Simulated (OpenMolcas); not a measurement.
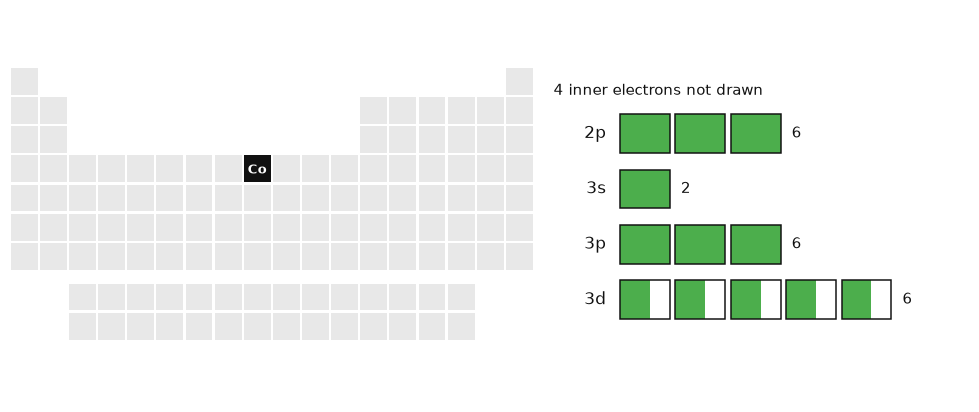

Left, the place of cobalt in the periodic table; right, the outer shells of the leading configuration of the lowest level: a box for each of the 2l + 1 orbitals, shaded by the share of the shell that is filled, with the electron count at the right.

Multiconfigurational calculation: Co³⁺ complex (part 1 of 2)

- system: Co³⁺ with 4 ligands (Cl; tetrahedron, 2.24 Å), neutralised by 4 outer point charges of +0.25 e, whose field is part of the energies.
- method: state-averaged CASSCF, active space 6 electrons in the shell 3d, basis ANO-RCC-VDZP on the metal and ANO-RCC-VDZP on the ligands, DKH2 scalar Hamiltonian, spin-orbit coupling by RASSI with atomic mean-field integrals (OpenMolcas)

**The program's output (extracts)**
```
--- SEWARD ---
Basis set label: CO.ANO-RCC...5S4P2D1F.

      Electronic valence basis set:
      ------------------
      Associated Effective Charge  27.000000 au
      Associated Actual Charge     27.000000 au
      Nuclear Model: Point charge

      Shell  nPrim  nBasis  Cartesian Spherical Contaminant
         s      21       5        X
         p      15       4        X
         d      10       2                 X
         f       6       1                 X
                  Relativistic Douglas-Kroll-Hess integrals:
                    - DKH order of Hamiltonian: 2
                    - DKH order of Properties : 0
                  Atomic mean-field integrals
--- RASSCF ---
Wave function specifications:
      -----------------------------

      Number of closed shell electrons          90
      Number of electrons in active shells       6
      Max number of holes in RAS1 space          0
      Max nr of electrons in RAS3 space          0
      Number of inactive orbitals               45
      Number of active orbitals                  5
      Number of secondary orbitals              56
      Spin quantum number                      2.0
      State symmetry                             1
Orbital specifications:
      -----------------------

      Symmetry species                           1
                                                 a
      Frozen orbitals                            0
      Inactive orbitals                         45
      Active orbitals                            5
      RAS1 orbitals                              0
      RAS2 orbitals                              5
      RAS3 orbitals                              0
      Secondary orbitals                        56
      Deleted orbitals                           0
      Number of basis functions                106
      Number of CSFs                             5
      Number of root(s) required                 5
      Iter CI   SX   CI       RASSCF       Energy    max ROT     max BLB   max BLB  Level Ln srch  Step   QN
          iter iter root      energy       change     param      element    value   shift minimum  type update
 Nr of preliminary CI iterations:   1
      Total energies have been shifted. Add                -3000.00 au
        1   1    9    0  -235.15764076    0.00E+00  -8.62E-02   49  58 1  4.28E-01*  1.75   0.00    SX    NO
        2   1   10    0  -235.68804150   -5.30E-01* -3.21E-02    9  70 1  1.22E-01*  1.34   0.00    SX    NO
        3   1   10    0  -235.83506884   -1.47E-01* -2.49E-02    7  68 1  5.42E-02*  1.20   0.00    SX    NO
        4   1   10    0  -235.88167135   -4.66E-02*  1.57E-02    8  69 1  2.22E-02*  1.12   0.00    SX    NO
        5   1    9    0  -235.89646512   -1.48E-02*  1.58E-02   18  51 1  1.24E-02*  1.08   2.19    LS   YES
        6   1   10    0  -235.90272241   -6.26E-03* -5.42E-03   47  56 1 -1.37E-02*  1.04   1.18    QN   YES
        7   1    9    0  -235.90443745   -1.72E-03* -3.53E-03    8  69 1 -1.02E-02*  1.04   1.68    LS   YES
        8   1    9    0  -235.90476874   -3.31E-04* -9.74E-04    9  70 1 -1.19E-02*  1.04   1.04    QN   YES
        9   1    8    0  -235.90503834   -2.70E-04*  1.04E-03    9  70 1  2.35E-03*  1.04   1.27    QN   YES
       10   1    8    0  -235.90510911   -7.08E-05* -8.59E-04    8  69 1  1.81E-03*  1.04   1.44    QN   YES
       11   1    8    0  -235.90513625   -2.71E-05* -4.56E-04    8  69 1  9.22E-04*  1.04   1.42    QN   YES
       12   1    7    0  -235.90514340   -7.15E-06*  2.25E-04   39  98 1  3.46E-04*  1.04   1.33    QN   YES
       13   1    7    0  -235.90514494   -1.54E-06*  1.17E-04    9  70 1 -2.02E-04*  1.04   1.40    QN   YES
       14   1    6    0  -235.90514530   -3.59E-07* -3.71E-05    7  68 1 -8.05E-05   1.04   1.28    QN   YES
       15   1    5    0  -235.90514535   -5.35E-08*  1.29E-05    7  52 1  2.60E-05   1.04   1.31    QN   YES
       16   1    5    0  -235.90514536   -9.98E-09   5.49E-06   39  98 1 -1.46E-05   1.04   1.32    QN   YES
      Convergence after 16 iterations
       17   1    5    0  -235.90514536   -2.21E-09   5.49E-06    9  54 1 -6.77E-06   1.04   1.32    QN   YES
      Natural orbitals and occupation numbers for root  1
      sym 1:   1.000000   1.000000   2.000000   1.000000   1.000000
      Natural orbitals and occupation numbers for root  2
      sym 1:   1.000000   1.000000   1.000000   1.000000   2.000000
      Natural orbitals and occupation numbers for root  3
      sym 1:   2.000000   1.000000   1.000000   1.000000   1.000000
::    RASSCF root number  1 Total energy:  -3235.91572504
::    RASSCF root number  2 Total energy:  -3235.91572504
::    RASSCF root number  3 Total energy:  -3235.89809224
::    RASSCF root number  4 Total energy:  -3235.89809224
::    RASSCF root number  5 Total energy:  -3235.89809224
--- RASSCF ---
Wave function specifications:
      -----------------------------

      Number of closed shell electrons          90
      Number of electrons in active shells       6
      Max number of holes in RAS1 space          0
      Max nr of electrons in RAS3 space          0
      Number of inactive orbitals               45
      Number of active orbitals                  5
      Number of secondary orbitals              56
      Spin quantum number                      1.0
      State symmetry                             1
Orbital specifications:
      -----------------------

      Symmetry species                           1
                                                 a
      Frozen orbitals                            0
      Inactive orbitals                         45
      Active orbitals                            5
      RAS1 orbitals                              0
      RAS2 orbitals                              5
      RAS3 orbitals                              0
      Secondary orbitals                        56
      Deleted orbitals                           0
      Number of basis functions                106
      Number of CSFs                            45
      Number of root(s) required                45
      Iter CI   SX   CI       RASSCF       Energy    max ROT     max BLB   max BLB  Level Ln srch  Step   QN
          iter iter root      energy       change     param      element    value   shift minimum  type update
 Nr of preliminary CI iterations:   1
      Total energies have been shifted. Add                -3000.00 au
        1   1    9    0  -235.74998580    0.00E+00   1.25E-02   48  57 1 -1.73E-02*  1.09   0.00    SX    NO
        2   1    9    0  -235.75275219   -2.77E-03*  1.04E-02   35  47 1  9.24E-03*  1.08   0.00    SX    NO
        3   1    9    0  -235.75413408   -1.38E-03*  7.24E-03   35  47 1  6.45E-03*  1.07   0.00    SX    NO
        4   1    8    0  -235.75489330   -7.59E-04*  5.68E-03   35  47 1  5.07E-03*  1.07   0.00    SX    NO
        5   1    8    0  -235.75532630   -4.33E-04*  8.15E-03   35  47 1  3.78E-03*  1.06   2.50    LS   YES
        6   1    8    0  -235.75573965   -4.13E-04*  9.10E-03   34  51 1 -3.18E-03*  1.06   2.17    LS   YES
        7   1    8    0  -235.75590964   -1.70E-04*  1.06E-03   27  68 1 -3.73E-03*  1.05   1.05    QN   YES
        8   1    8    0  -235.75593692   -2.73E-05* -8.68E-04   34  51 1 -1.74E-03*  1.05   1.07    QN   YES
        9   1    7    0  -235.75594906   -1.21E-05*  6.91E-04   34  51 1 -8.80E-04*  1.05   1.80    LS   YES
       10   1    7    0  -235.75595204   -2.98E-06*  2.73E-04   27  52 1 -2.19E-04*  1.05   1.00    QN   YES
       11   1    7    0  -235.75595296   -9.20E-07*  1.60E-04   34  51 1 -1.67E-04*  1.05   1.59    LS   YES
       12   1    6    0  -235.75595310   -1.42E-07* -1.42E-04   34  51 1 -1.47E-04*  1.05   0.99    QN   YES
       13   1    6    0  -235.75595326   -1.56E-07* -1.20E-04   34  51 1 -8.04E-05   1.05   1.84    LS   YES
       14   1    6    0  -235.75595330   -4.10E-08*  5.60E-05   41  52 1 -3.31E-05   1.05   1.00    QN   YES
       15   1    5    0  -235.75595332   -2.50E-08*  6.70E-05   41  52 1 -2.23E-05   1.05   1.90    QN   YES
       16   1    5    0  -235.75595333   -1.16E-08*  1.58E-05   34  51 1  1.07E-05   1.05   1.15    QN   YES
       17   1    5    0  -235.75595333   -1.43E-09  -1.59E-05   34  51 1  8.89E-06   1.05   2.50    QN   YES
      Convergence after 17 iterations
       18   1    5    0  -235.75595334   -9.17E-10  -1.59E-05   34  51 1  3.52E-06   1.05   2.50    QN   YES
      Natural orbitals and occupation numbers for root  1
      sym 1:   0.263647   0.987514   1.936450   1.796593   1.015796
      Natural orbitals and occupation numbers for root  2
      sym 1:   0.253634   1.010260   1.922703   1.819607   0.993796
      Natural orbitals and occupation numbers for root  3
      sym 1:   1.011034   0.992075   1.935289   1.798188   0.263413
::    RASSCF root number  1 Total energy:  -3235.82674446
::    RASSCF root number  2 Total energy:  -3235.82674446
::    RASSCF root number  3 Total energy:  -3235.82674446
::    RASSCF root number  4 Total energy:  -3235.81465209
::    RASSCF root number  5 Total energy:  -3235.81465209
::    RASSCF root number  6 Total energy:  -3235.81273269
::    RASSCF root number  7 Total energy:  -3235.81273269
::    RASSCF root number  8 Total energy:  -3235.81273269
::    RASSCF root number  9 Total energy:  -3235.81095031
::    RASSCF root number 10 Total energy:  -3235.81095031
::    RASSCF root number 11 Total energy:  -3235.81095031
::    RASSCF root number 12 Total energy:  -3235.80117219
::    RASSCF root number 13 Total energy:  -3235.79464044
::    RASSCF root number 14 Total energy:  -3235.79464044
::    RASSCF root number 15 Total energy:  -3235.79464044
::    RASSCF root number 16 Total energy:  -3235.79356772
::    RASSCF root number 17 Total energy:  -3235.79038626
::    RASSCF root number 18 Total energy:  -3235.79038626
::    RASSCF root number 19 Total energy:  -3235.79038626
::    RASSCF root number 20 Total energy:  -3235.78520365
::    RASSCF root number 21 Total energy:  -3235.78520365
::    RASSCF root number 22 Total energy:  -3235.77882759
::    RASSCF root number 23 Total energy:  -3235.77882759
::    RASSCF root number 24 Total energy:  -3235.77882759
::    RASSCF root number 25 Total energy:  -3235.76766309
::    RASSCF root number 26 Total energy:  -3235.76766309
::    RASSCF root number 27 Total energy:  -3235.76766309
::    RASSCF root number 28 Total energy:  -3235.76507102
::    RASSCF root number 29 Total energy:  -3235.76507102
::    RASSCF root number 30 Total energy:  -3235.76507102
--- RASSCF ---
Wave function specifications:
      -----------------------------

      Number of closed shell electrons          90
      Number of electrons in active shells       6
      Max number of holes in RAS1 space          0
      Max nr of electrons in RAS3 space          0
      Number of inactive orbitals               45
      Number of active orbitals                  5
      Number of secondary orbitals              56
      Spin quantum number                      0.0
      State symmetry                             1
Orbital specifications:
      -----------------------

      Symmetry species                           1
                                                 a
      Frozen orbitals                            0
      Inactive orbitals                         45
      Active orbitals                            5
      RAS1 orbitals                              0
      RAS2 orbitals                              5
      RAS3 orbitals                              0
      Secondary orbitals                        56
      Deleted orbitals                           0
      Number of basis functions                106
      Number of CSFs                            50
      Number of root(s) required                50
      Iter CI   SX   CI       RASSCF       Energy    max ROT     max BLB   max BLB  Level Ln srch  Step   QN
          iter iter root      energy       change     param      element    value   shift minimum  type update
 Nr of preliminary CI iterations:   1
      Total energies have been shifted. Add                -3000.00 au
        1   1    9    0  -235.68460407    0.00E+00  -6.97E-03   48  57 1 -7.84E-03*  1.05   0.00    SX    NO
        2   1    9    0  -235.68541014   -8.06E-04*  5.24E-03   38  48 1 -4.43E-03*  1.04   0.00    SX    NO
        3   1    9    0  -235.68582498   -4.15E-04* -3.82E-03   38  48 1 -3.23E-03*  1.04   0.00    SX    NO
        4   1    8    0  -235.68605736   -2.32E-04* -2.95E-03   38  48 1 -2.50E-03*  1.04   0.00    SX    NO
        5   1    8    0  -235.68619203   -1.35E-04* -4.32E-03   34  51 1 -2.02E-03*  1.04   2.50    LS   YES
        6   1    8    0  -235.68632446   -1.32E-04* -5.10E-03   34  51 1 -1.86E-03*  1.03   2.21    LS   YES
        7   1    7    0  -235.68638149   -5.70E-05*  5.49E-04   34  51 1 -1.70E-03*  1.03   1.03    QN   YES
        8   1    7    0  -235.68638793   -6.44E-06* -7.44E-04   34  51 1 -1.01E-03*  1.03   1.46    QN   YES
        9   1    7    0  -235.68639210   -4.16E-06*  2.08E-04   34  51 1 -2.73E-04*  1.03   1.24    QN   YES
       10   1    7    0  -235.68639254   -4.45E-07*  1.03E-04   34  51 1 -8.86E-05   1.03   1.36    QN   YES
       11   1    6    0  -235.68639267   -1.24E-07*  1.12E-04   42  54 1  5.72E-05   1.03   1.60    QN   YES
       12   1    5    0  -235.68639272   -5.52E-08* -6.95E-05   42  54 1  2.10E-05   1.03   1.40    QN   YES
       13   1    5    0  -235.68639274   -1.66E-08*  4.46E-05   34  51 1  1.79E-05   1.03   1.57    QN   YES
       14   1    5    0  -235.68639275   -6.37E-09   2.08E-05   34  51 1  1.39E-05   1.03   1.38    QN   YES
      Convergence after 14 iterations
       15   1    5    0  -235.68639275   -1.94E-09   2.08E-05   34  51 1  7.86E-06   1.03   1.38    QN   YES
      Natural orbitals and occupation numbers for root  1
      sym 1:   0.826113   0.474666   1.785854   1.781331   1.132036
      Natural orbitals and occupation numbers for root  2
      sym 1:   0.489840   0.795764   1.781331   1.785854   1.147211
      Natural orbitals and occupation numbers for root  3
      sym 1:   0.218908   1.117608   1.911294   0.899825   1.852365
::    RASSCF root number  1 Total energy:  -3235.77829886
::    RASSCF root number  2 Total energy:  -3235.77829885
::    RASSCF root number  3 Total energy:  -3235.77798753
::    RASSCF root number  4 Total energy:  -3235.77798753
::    RASSCF root number  5 Total energy:  -3235.77798753
::    RASSCF root number  6 Total energy:  -3235.76656426
::    RASSCF root number  7 Total energy:  -3235.76656426
::    RASSCF root number  8 Total energy:  -3235.76656426
::    RASSCF root number  9 Total energy:  -3235.76602772
::    RASSCF root number 10 Total energy:  -3235.76480696
::    RASSCF root number 11 Total energy:  -3235.76194132
::    RASSCF root number 12 Total energy:  -3235.76194132
::    RASSCF root number 13 Total energy:  -3235.76194132
::    RASSCF root number 14 Total energy:  -3235.74839835
::    RASSCF root number 15 Total energy:  -3235.74839835
::    RASSCF root number 16 Total energy:  -3235.74839835
::    RASSCF root number 17 Total energy:  -3235.74557409
::    RASSCF root number 18 Total energy:  -3235.74557409
::    RASSCF root number 19 Total energy:  -3235.73313793
::    RASSCF root number 20 Total energy:  -3235.72924791
::    RASSCF root number 21 Total energy:  -3235.72924791
::    RASSCF root number 22 Total energy:  -3235.72573151
::    RASSCF root number 23 Total energy:  -3235.72573151
::    RASSCF root number 24 Total energy:  -3235.72573151
::    RASSCF root number 25 Total energy:  -3235.70509095
::    RASSCF root number 26 Total energy:  -3235.70509095
::    RASSCF root number 27 Total energy:  -3235.70509095
::    RASSCF root number 28 Total energy:  -3235.70053561
::    RASSCF root number 29 Total energy:  -3235.68902869
::    RASSCF root number 30 Total energy:  -3235.68902869
```

(Continued in part 2.) Outcome of the run: converged.
